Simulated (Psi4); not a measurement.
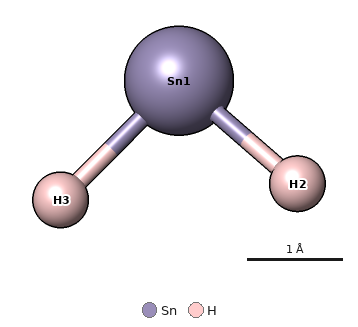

Fig. 1: The structure as given in the input (ball-and-stick view, seen at a tilt; atoms are numbered from 1 in the order of the input). Sticks mark near contacts. Bond lengths as drawn: H–Sn 1.79 Å.

# Run report: SnH₂ (charge +1), geometry relaxation (part 1 of 4)

System: SnH₂, charge +1, multiplicity 2.
Method: TPSS/def2-SVP, UKS, dispersion D4, core potentials def2 (Psi4 1.11).

The starting geometry was optimised with TPSS/def2-SVP.

What the program printed:
```
Psi4 1.11 release

gradient() will perform analytic gradient computation.

   => Loading Basis Set <=

    Name: DEF2-SVP
    Role: ORBITAL
    Keyword: BASIS

    !!!  WARNING: ECP capability is in beta. Please check occupations closely.  !!!

   => TPSS-D4(BJ,EEQ)ATM: Empirical Dispersion <=

        a1 =       0.428223
        a2 =       4.542571
       alp =      16.000000
        s6 =       1.000000
        s8 =       1.765964
        s9 =       1.000000
        ga =       3.000000
        gc =       2.000000
        wf =       6.000000

         ---------------------------------------------------------
                                   SCF
                              UKS Reference
                        1 Threads,   1525 MiB Core
         ---------------------------------------------------------

  ==> Geometry <==

    Molecular point group: c1
    Full point group: Cs

    Geometry (in Angstrom), charge = 1, multiplicity = 2:

       Center              X                  Y                   Z               Mass
    ------------   -----------------  -----------------  -----------------  -----------------
         SN          -0.000663468866    -0.020936607443    -0.000000000000   119.902201630000
         H           -1.225880853220     1.285543691668     0.000000000000     1.007825032230
         H            1.304814572126     1.205310620132    -0.000000000000     1.007825032230

  Running in c1 symmetry.

  Rotational constants: A =      5.29747  B =      5.21825  C =      2.62878 [cm^-1]
  Rotational constants: A = 158814.20863  B = 156439.34170  C =  78808.91500 [MHz]
  Nuclear repulsion =   13.208793592845399

  Charge       = 1
  Multiplicity = 2
  Electrons    = 23
  Nalpha       = 12
  Nbeta        = 11

  ==> Algorithm <==

  SCF Algorithm Type is DF.
  DIIS enabled.
  MOM disabled.
  Fractional occupation disabled.
  Guess Type is SAD.
  Energy threshold   = 1.00e-08
  Density threshold  = 1.00e-08
  Integral threshold = 1.00e-12

  ==> Primary Basis <==

  Basis Set: DEF2-SVP
    Blend: DEF2-SVP
    Number of shells: 16
    Number of basis functions: 36
    Number of Cartesian functions: 38
    Spherical Harmonics?: true
    Max angular momentum: 2

  Core potential: DEF2-SVP
    Number of shells: 4
    Number of ECP primitives: 18
    Number of ECP core electrons: 28
    Max angular momentum: 3

  ==> DFT Potential <==

   => LibXC <=

    Version 7.1.2

   => Composite Functional: TPSS-D4BJEEQATM <=

    TPSS Meta-GGA XC Functional

    Deriv               =              1
    GGA                 =           TRUE
    Meta                =           TRUE

    Exchange Hybrid     =          FALSE
    MP2 Hybrid          =          FALSE

   => Exchange Functionals <=

    1.0000   XC_MGGA_X_TPSS

   => Correlation Functionals <=

    1.0000   XC_MGGA_C_TPSS

   => LibXC Density Thresholds  <==

    XC_MGGA_C_TPSS:  1.00E-15
    XC_MGGA_X_TPSS:  1.00E-15

   => Molecular Quadrature <=

    Radial Scheme          =       TREUTLER
    Pruning Scheme         =           NONE
    Nuclear Scheme         =       TREUTLER

    Blocking Scheme        =         OCTREE
    BS radius alpha        =              1
    Pruning alpha          =              1
    Radial Points          =             75
    Spherical Points       =            302
    Total Points           =          64981
    Total Blocks           =            548
    Max Points             =            256
    Max Functions          =             36
    Weights Tolerance      =       1.00E-15

   => Loading Basis Set <=

    Name: (DEF2-SVP AUX)
    Role: JKFIT
    Keyword: DF_BASIS_SCF

  ==> Integral Setup <==

  DFHelper Memory: AOs need 0.003 GiB; user supplied 0.954 GiB.
  SCF_SUBTYPE=INCORE selected. In-core MEM_DF algorithm will be used.
  Using in-core AOs.

  ==> MemDFJK: Density-Fitted J/K Matrices <==

    J tasked:                   Yes
    K tasked:                    No
    wK tasked:                   No
    Memory [MiB]:               976
    Algorithm:                 Core
    Schwarz Cutoff:           1E-12
    Mask sparsity (%):       0.0000
    Fitting Condition:        1E-10

   => Auxiliary Basis Set <=

  Basis Set: (DEF2-SVP AUX)
    Blend: DEF2-UNIVERSAL-JKFIT
    Number of shells: 58
    Number of basis functions: 254
    Number of Cartesian functions: 349
    Spherical Harmonics?: true
    Max angular momentum: 5

  Cached 100.0% of DFT collocation blocks in 0.164 [GiB].

  Minimum eigenvalue in the overlap matrix is 2.9669960541E-02.
  Reciprocal condition number of the overlap matrix is 8.2362545871E-03.
    Using symmetric orthogonalization.

  ==> Pre-Iterations <==

  SCF Guess: Superposition of Atomic Densities via on-the-fly atomic UHF (no occupation information).

   -------------------------
    Irrep   Nso     Nmo
   -------------------------
     A         36      36
   -------------------------
    Total      36      36
   -------------------------

  ==> Iterations <==

                           Total Energy        Delta E     RMS |[F,P]|

   @DF-UKS iter SAD:  -214.03978952586928   -2.14040e+02   0.00000e+00
   @DF-UKS iter   1:  -215.01879538289961   -9.79006e-01   5.22060e-03 ADIIS/DIIS
   @DF-UKS iter   2:  -215.02846968953560   -9.67431e-03   3.51815e-03 ADIIS/DIIS
   @DF-UKS iter   3:  -215.03882681126780   -1.03571e-02   6.62238e-04 ADIIS/DIIS
   @DF-UKS iter   4:  -215.03935568158414   -5.28870e-04   1.92166e-04 ADIIS/DIIS
   @DF-UKS iter   5:  -215.03940746805930   -5.17865e-05   2.29749e-05 DIIS
   @DF-UKS iter   6:  -215.03940915977222   -1.69171e-06   9.50412e-06 DIIS
   @DF-UKS iter   7:  -215.03940926707355   -1.07301e-07   8.50847e-06 DIIS
   @DF-UKS iter   8:  -215.03940940245772   -1.35384e-07   1.06269e-06 DIIS
   @DF-UKS iter   9:  -215.03940940476275   -2.30503e-09   9.56358e-08 DIIS
   @DF-UKS iter  10:  -215.03940940477582   -1.30740e-11   1.54113e-08 DIIS
   @DF-UKS iter  11:  -215.03940940477617   -3.41061e-13   7.53746e-09 DIIS
  Energy and wave function converged.

  ==> Post-Iterations <==

   Electrons on quadrature grid:
      Nalpha   =   11.9999987783 ; deviation = -1.222e-06
      Nbeta    =   10.9999994500 ; deviation = -5.500e-07
      Ntotal   =   22.9999982283 ; deviation = -1.772e-06

   @Spin Contamination Metric:   5.620780318E-03
   @S^2 Expected:                7.500000000E-01
   @S^2 Observed:                7.556207803E-01
   @S   Expected:                5.000000000E-01
   @S   Observed:                5.000000000E-01

    Orbital Energies [Eh]
    ---------------------

    Alpha Occupied:

       1A     -5.222647     2A     -3.603504     3A     -3.592006
       4A     -3.586613     5A     -1.243712     6A     -1.241078
       7A     -1.236145     8A     -1.230541     9A     -1.227037
      10A     -0.714694    11A     -0.532913    12A     -0.498154

    Alpha Virtual:

      13A     -0.381044    14A     -0.251752    15A     -0.205000
      16A     -0.068753    17A     -0.014904    18A     -0.007595
      19A      0.002659    20A      0.033578    21A      0.041579
      22A      0.051887    23A      0.184764    24A      0.188460
      25A      0.337025    26A      0.431635    27A      1.147853
      28A      1.210813    29A      1.258724    30A      1.322548
      31A      1.574796    32A      1.584350    33A     14.019166
      34A     14.275133    35A     14.331752    36A     51.286018

    Beta Occupied:

       1A     -5.221003     2A     -3.602049     3A     -3.588989
       4A     -3.585999     5A     -1.240086     6A     -1.236211
       7A     -1.234370     8A     -1.226103     9A     -1.223145
      10A     -0.691711    11A     -0.503568

    Beta Virtual:

      12A     -0.445333    13A     -0.365532    14A     -0.222796
      15A     -0.180230    16A     -0.061736    17A     -0.000460
      18A      0.008136    19A      0.013572    20A      0.057629
      21A      0.061246    22A      0.069435    23A      0.206929
      24A      0.209616    25A      0.370571    26A      0.467975
      27A      1.189655    28A      1.250011    29A      1.297133
      30A      1.359226    31A      1.608327    32A      1.614029
      33A     14.022188    34A     14.282178    35A     14.333263
      36A     51.287338

    Final Occupation by Irrep:
              A
    DOCC [    11 ]
    SOCC [     1 ]
    NA   [    12 ]
    NB   [    11 ]

  @DF-UKS Final Energy:  -215.03940940477617

   => Energetics <=

    Nuclear Repulsion Energy =             13.2087935928453994
    One-Electron Energy =                -396.6940137104000428
    Two-Electron Energy =                 186.8369959124839568
    DFT Exchange-Correlation Energy =     -18.3903260519050065
    Empirical Dispersion Energy =          -0.0008591478004329
    VV10 Nonlocal Energy =                  0.0000000000000000
    Total Energy =                       -215.0394094047761655

  UHF NO Occupations:
  HONO-2 :   10  A 1.9989306
  HONO-1 :   11  A 1.9983451
  HONO-0 :   12  A 1.0000000
  LUNO+0 :   13  A 0.0016549
  LUNO+1 :   14  A 0.0010694
  LUNO+2 :   15  A 0.0000504
  LUNO+3 :   16  A 0.0000258

Computation Completed

Properties will be evaluated at   0.000000,   0.000000,   0.000000 [a0]

Properties computed using the SCF density matrix

 Multipole Moments:

 ------------------------------------------------------------------------------------
     Multipole            Electronic (a.u.)      Nuclear  (a.u.)        Total (a.u.)
 ------------------------------------------------------------------------------------

 L = 1.  Multiply by 2.5417464519 to convert [e a0] to [Debye]
 Dipole X            :         -0.1251648            0.1215801           -0.0035847
 Dipole Y            :         -3.9498113            3.8366145           -0.1131968
 Dipole Z            :          0.0000001            0.0000000            0.0000001
 Magnitude           :                                                    0.1132535

 ------------------------------------------------------------------------------------

	total time  =          5 seconds =       0.08 minutes

         ------------------------------------------------------------
                                   SCF GRAD
         ------------------------------------------------------------

  ==> Geometry <==

    Molecular point group: c1
    Full point group: Cs

    Geometry (in Angstrom), charge = 1, multiplicity = 2:

       Center              X                  Y                   Z               Mass
    ------------   -----------------  -----------------  -----------------  -----------------
         SN          -0.000663468866    -0.020936607443    -0.000000000000   119.902201630000
         H           -1.225880853220     1.285543691668     0.000000000000     1.007825032230
         H            1.304814572126     1.205310620132    -0.000000000000     1.007825032230

  Nuclear repulsion =   13.208793592845399

  ==> Basis Set <==

  Basis Set: DEF2-SVP
    Blend: DEF2-SVP
    Number of shells: 16
    Number of basis functions: 36
    Number of Cartesian functions: 38
    Spherical Harmonics?: true
    Max angular momentum: 2

  Core potential: DEF2-SVP
    Number of shells: 4
    Number of ECP primitives: 18
    Number of ECP core electrons: 28
    Max angular momentum: 3

  ==> DFJKGrad: Density-Fitted SCF Gradients <==

    Gradient:                    1
    J tasked:                  Yes
    K tasked:                   No
    wK tasked:                  No
    Integrals threads:           1
    Memory [MiB]:             1144
    Schwarz Cutoff:          1E-12
    Fitting Condition:       1E-10

   => Auxiliary Basis Set <=

  Basis Set: (DEF2-SVP AUX)
    Blend: DEF2-UNIVERSAL-JKFIT
    Number of shells: 58
    Number of basis functions: 254
    Number of Cartesian functions: 349
    Spherical Harmonics?: true
    Max angular momentum: 5

   => Molecular Quadrature <=

    Radial Scheme          =       TREUTLER
    Pruning Scheme         =           NONE
    Nuclear Scheme         =       TREUTLER

    Blocking Scheme        =         OCTREE
    BS radius alpha        =              1
    Pruning alpha          =              1
    Radial Points          =             75
    Spherical Points       =            302
    Total Points           =          64981
    Total Blocks           =            548
    Max Points             =            256
    Max Functions          =             36
    Weights Tolerance      =       1.00E-15

  -Total Gradient:
     Atom            X                  Y                   Z
    ------   -----------------  -----------------  -----------------
       1       -0.000930843708    -0.029475943185    -0.000000000074
       2        0.008922926131     0.014463916030     0.000000000035
       3       -0.007992416124     0.014996836305     0.000000000038

	total time  =          0 seconds =       0.00 minutes

    			-----------------------------------------

    			 OPTKING 3.0: for geometry optimizations

    			        with contributions from

    			-----------------------------------------

	                            ===> Fragment 1 <==

	 Z (Atomic Numbers)          Masses                          Geom
	      50.000000            119.902202        -0.00125377 -0.03956445 -0.00000000
	       1.000000             1.007825         -2.31657908  2.42932550  0.00000000
	       1.000000             1.007825          2.46574219  2.27770697 -0.00000000

	 - Coordinate -           - BOHR/RAD -       - ANG/DEG -
	 R(1,2)           =         3.384693           1.791103
	 R(1,3)           =         3.384644           1.791077
	 B(2,1,3)         =         1.569994          89.954037

	        --- Internal Coordinate Step in ANG or DEG, aJ/ANG or AJ/DEG ---
	-------------------------------------------------------------------------------
	           Coordinate      Previous         Force          Change          New
	           ----------      --------        ------          ------        ------
	               R(1,2)       1.79110       -0.03666       -0.02276       1.76834
	               R(1,3)       1.79108       -0.03663       -0.02274       1.76834
	             B(2,1,3)      89.95404        0.00423       17.90135     107.85538
	-------------------------------------------------------------------------------

	                                 ==> Convergence Check <==

	Measures of convergence in internal coordinates in au.

	Criteria marked as inactive (o), active & met (*), and active & unmet ( ).

	----------------------------------------------------------------------------------------------~
	   Step    Total Energy     Delta E     Max Force     RMS Force      Max Disp      RMS Disp   ~
	----------------------------------------------------------------------------------------------~
	  Convergence Criteria     1.00e-06 *    3.00e-04 *             o    1.20e-03 *             o~
	----------------------------------------------------------------------------------------------~
	     1    -215.03940940   -2.15e+02      5.55e-02      3.23e-02 o    3.12e-01      1.84e-01 o  ~
	----------------------------------------------------------------------------------------------

Next Geometry in Ang
	Fragment 1 (Ang)

	   Sn   0.0040966436   0.1295155947   0.0000000000
	    H  -1.3914989833   1.2154889507   0.0000000000
	    H   1.4656725897   1.1249131589  -0.0000000000

    Structure for next step:
    Molecular point group: c1
    Full point group: Cs

    Geometry (in Angstrom), charge = 1, multiplicity = 2:

    SN          -0.000545421498    -0.017205500962    -0.000000000000
    H           -1.396141048407     1.068767854993     0.000000000000
    H            1.461030524571     0.978192063202    -0.000000000000

gradient() will perform analytic gradient computation.

  ==> Geometry <==

    Molecular point group: c1
    Full point group: Cs

    Geometry (in Angstrom), charge = 1, multiplicity = 2:

       Center              X                  Y                   Z               Mass
    ------------   -----------------  -----------------  -----------------  -----------------
         SN          -0.000545421498    -0.017205500962    -0.000000000000   119.902201630000
         H           -1.396141048407     1.068767854993     0.000000000000     1.007825032230
         H            1.461030524571     0.978192063202    -0.000000000000     1.007825032230

  Running in c1 symmetry.

  Rotational constants: A =      7.84416  B =      4.09386  C =      2.68997 [cm^-1]
  Rotational constants: A = 235161.93343  B = 122730.69133  C =  80643.14453 [MHz]
  Nuclear repulsion =   13.352160868872469

  Charge       = 1
  Multiplicity = 2
  Electrons    = 23
  Nalpha       = 12
  Nbeta        = 11

  ==> Algorithm <==

  SCF Algorithm Type is DF.
  DIIS enabled.
  MOM disabled.
  Fractional occupation disabled.
  Guess Type is READ.
  Energy threshold   = 1.00e-08
  Density threshold  = 1.00e-08
  Integral threshold = 1.00e-12

   => Molecular Quadrature <=

    Radial Scheme          =       TREUTLER
    Pruning Scheme         =           NONE
    Nuclear Scheme         =       TREUTLER

    Blocking Scheme        =         OCTREE
    BS radius alpha        =              1
    Pruning alpha          =              1
    Radial Points          =             75
    Spherical Points       =            302
    Total Points           =          64893
    Total Blocks           =            547
    Max Points             =            255
    Max Functions          =             36
    Weights Tolerance      =       1.00E-15

   => Loading Basis Set <=

    Name: DEF2-SVP
    Role: ORBITAL
    Keyword: BASIS

    !!!  WARNING: ECP capability is in beta. Please check occupations closely.  !!!

  Reading orbitals from file scr/output.default.8488.180.npy, no projection.

   => Auxiliary Basis Set <=

  Basis Set: (DEF2-SVP AUX)
    Blend: DEF2-UNIVERSAL-JKFIT
    Number of shells: 58
    Number of basis functions: 254
    Number of Cartesian functions: 349
    Spherical Harmonics?: true
    Max angular momentum: 5

  Cached 100.0% of DFT collocation blocks in 0.164 [GiB].

  Minimum eigenvalue in the overlap matrix is 3.5818902325E-02.
  Reciprocal condition number of the overlap matrix is 1.0140883065E-02.
    Using symmetric orthogonalization.

  ==> Pre-Iterations <==

  SCF Guess: Orbitals guess was supplied from a previous computation.
```
